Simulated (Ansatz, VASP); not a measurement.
# TiGe in two plane-wave programs, part 2 of 2

Aim: how closely do two programs agree when they are given the same cell, functional and k mesh? The cell is generated by rule, not measured, and may not be a known phase. The cell is taken from a series of VASP runs on this material, whose earlier steps may have relaxed, scaled or displaced it; both programs get it as it stands. Valence electrons are named where the data sets of a main pair hold unlike numbers.

VASP 6.6.1 and Ansatz 0.2.0.

So far: The structure; Ansatz: band structure, PBEsol, spin-orbit coupling; VASP: band structure, PBEsol, spin-orbit coupling.

## (3) VASP: band structure, PBEsol, spin-orbit coupling (continued)

Level of this step: PBEsol, spin-orbit coupling; plane waves and PAW (Ti_sv, Ge_d); invented cell (VASP).

Numbers of over 12 decimals in the logs are rounded to 6 here.

OUTCAR, selected parts (step 3):

```text
ion  position               nearest neighbor table
   1  0.000  0.000  0.000-   2 2.71   2 2.71   2 2.71   2 2.71   2 2.71   2 2.71
   2  0.500  0.500  0.500-   1 2.71   1 2.71   1 2.71   1 2.71   1 2.71   1 2.71

  LATTYP: Found a face centered cubic cell.
 ALAT       =     5.4100000000

 Subroutine GETGRP returns: Found 48 space group operations
 (whereof 48 operations were pure point group operations)

The static configuration has the point symmetry O_h .

 Found     47 irreducible k-points:

   k-points           NKPTS =     47   k-points in BZ     NKDIM =     47   number of bands    NBANDS=     38

   dimension x,y,z NGX =    28 NGY =   28 NGZ =   28
   dimension x,y,z NGXF=    56 NGYF=   56 NGZF=   56

   ENCUT  =  410.0 eV  30.13 Ry    5.49 a.u.   6.32  6.32  6.32*2*pi/ulx,y,z

   NELECT =      26.0000    total number of electrons

 k-points in reciprocal lattice and weights: Automatic mesh
   0.00000000  0.00000000  0.00000000       0.001
   0.10000000  0.00000000  0.00000000       0.008
   0.20000000  0.00000000  0.00000000       0.008
   0.30000000  0.00000000  0.00000000       0.008
   0.40000000  0.00000000  0.00000000       0.008
   0.50000000  0.00000000  0.00000000       0.004
   0.10000000  0.10000000  0.00000000       0.006
   0.20000000  0.10000000  0.00000000       0.024
   0.30000000  0.10000000  0.00000000       0.024
[...]
-0.30000000  0.40000000  0.20000000       0.024
  -0.30000000  0.50000000  0.20000000       0.012

 average (electrostatic) potential at core
       1 -74.9677       2 -71.8821

 E-fermi :   6.2523

 k-point     1 :       0.0000    0.0000    0.0000
  band No.  band energies     occupation
    ...
     16     -17.2736      1.00000
     17     -17.2561      1.00000
     18     -17.2561      1.00000
     19      -3.9066      1.00000
     20      -3.9066      1.00000
     21       6.3486      0.00000
     22       6.3486      0.00000
     23       6.3486      0.00000
     24       6.3486      0.00000
     25       6.3748      0.00000
    ...

 k-point     2 :       0.1000    0.0000    0.0000
  band No.  band energies     occupation
    ...
     22       6.0409      1.00000
     23       6.2400      0.80734
     24       6.2400      0.80733
     25       6.2478      0.62408
     26       6.2478      0.62408
     27       6.5403      0.00000
     28       6.5403      0.00000
     29       6.5585      0.00000
     30       6.5585      0.00000
     31       8.5150      0.00000
    ...

 k-point     3 :       0.2000    0.0000    0.0000
  band No.  band energies     occupation
    ...
     22       5.0078      1.00000
     23       5.6626      1.00000
     24       5.6626      1.00000
     25       5.6934      1.00000
     26       5.6934      1.00000
     27       6.7235      0.00000
     28       6.7235      0.00000
     29       6.7297      0.00000
     30       6.7297      0.00000
     31       7.9744      0.00000
    ...

  Total       -3.5359586     -3.5359586     -3.5359586     -0.0000000      0.0000000      0.0000000
  in kB     -143.1152632   -143.1152632   -143.1152632     -0.0000000      0.0000000      0.0000000
  external PRESSURE =    -143.1152632 kB  Pullay stress =       0.0000000 kB

  energy-cutoff  :      410.00
  volume of cell :       39.59
      direct lattice vectors                 reciprocal lattice vectors
     0.000000000  2.705000000  2.705000000    -0.184842884  0.184842884  0.184842884
     2.705000000  0.000000000  2.705000000     0.184842884 -0.184842884  0.184842884
     2.705000000  2.705000000  0.000000000     0.184842884  0.184842884 -0.184842884

 POSITION                                       TOTAL-FORCE (eV/Angst)
 -----------------------------------------------------------------------------------
      0.00000      0.00000      0.00000         0.000000      0.000000      0.000000
      2.70500      2.70500      2.70500        -0.000000      0.000000     -0.000000
 -----------------------------------------------------------------------------------
    total drift:                                0.000000      0.000000      0.000000

  FREE ENERGIE OF THE ION-ELECTRON SYSTEM (eV)
  ---------------------------------------------------
  free  energy   TOTEN  =       -14.0598864396 eV

  energy  without entropy=      -14.0596613818  energy(sigma->0) =      -14.05977391

 Spin-Orbit-Coupling matrix elements
 Ion:    1  E_soc:     -0.0124473
 Ion:    2  E_soc:     -0.0207855

 total charge
# of ion       s       p       d       tot
------------------------------------------
    1        2.147   6.079   1.878  10.103
    2        1.151   1.264   9.992  12.406
--------------------------------------------------
tot          3.297   7.342  11.869  22.509

 magnetization (x)
# of ion       s       p       d       tot
------------------------------------------
    1        0.000   0.000  -0.000  -0.000
    2        0.000   0.000   0.000   0.000
--------------------------------------------------
tot          0.000   0.000  -0.000   0.000

 magnetization (y)
# of ion       s       p       d       tot
------------------------------------------
    1        0.000   0.000   0.000   0.000
    2       -0.000   0.000   0.000  -0.000
--------------------------------------------------
tot         -0.000   0.000   0.000   0.000

 magnetization (z)
# of ion       s       p       d       tot
------------------------------------------
    1        0.000   0.000   0.000   0.000
    2        0.000  -0.000   0.000   0.000
--------------------------------------------------
tot          0.000   0.000   0.000   0.000

[... 3 further parts left out ...]
```

The PAW data sets were made with PBE, which is usual practice but a small mismatch for other functionals.

## (4) Differences

Known differences besides the potentials themselves: spin-orbit coupling enters by fully relativistic files in Ansatz and inside the spheres in VASP; the cutoff is 420 eV in Ansatz and 410 eV in VASP; Ansatz makes its cores anew for this functional, VASP keeps those of its PBE data sets. Total energies have different zeros and are not compared.

Both answers:

```
      quantity  Ansatz    VASP  difference
pressure (GPa)  -13.94  -14.31       +0.37
```

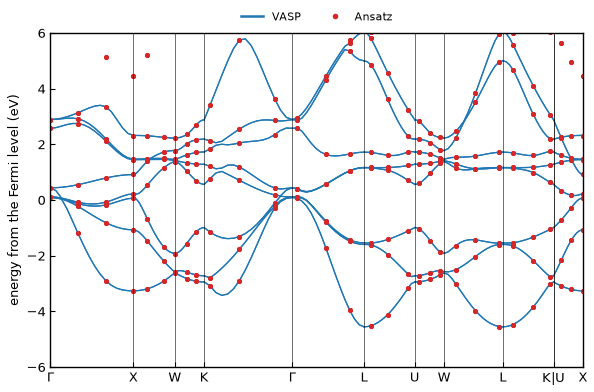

Bands from VASP (lines) and levels from Ansatz (dots). Dots without a line are higher empty bands that the VASP plot leaves out.

Levels from 3 eV below to 2 eV above the Fermi level differ by 3 meV r.m.s. and 8 meV at most; each VASP level is matched to the nearest of Ansatz, which flatters the figure a little.

## (5) Summary of results

| Property | Result |
| --- | --- |
| r.m.s. difference of levels near the Fermi level (band structure, PBEsol, spin-orbit coupling) | 3.2 meV |

What this shows: The r.m.s. difference of levels near the Fermi level is 3.2 meV (band structure, PBEsol, spin-orbit coupling), within the 80 meV picked in this series as the mark of a large difference. 1 further run of this series is not shown here. Such differences can come from data sets, numerical settings and the points named under the comparisons, not from the functional's error against experiment.

[Lines on the potential files, build, host, timing and source positions are cut from VASP's logs without a mark.]

[Logs are printed without paths, hosts, clocks, repeated set-up lines and the standing remarks that a program may print on its own settings, such as how far it seeks lower states.]

[Hosts, paths, dates, database ids (printed as entryN), source tags and the programs' standing remarks are cut or masked in the printed files.]
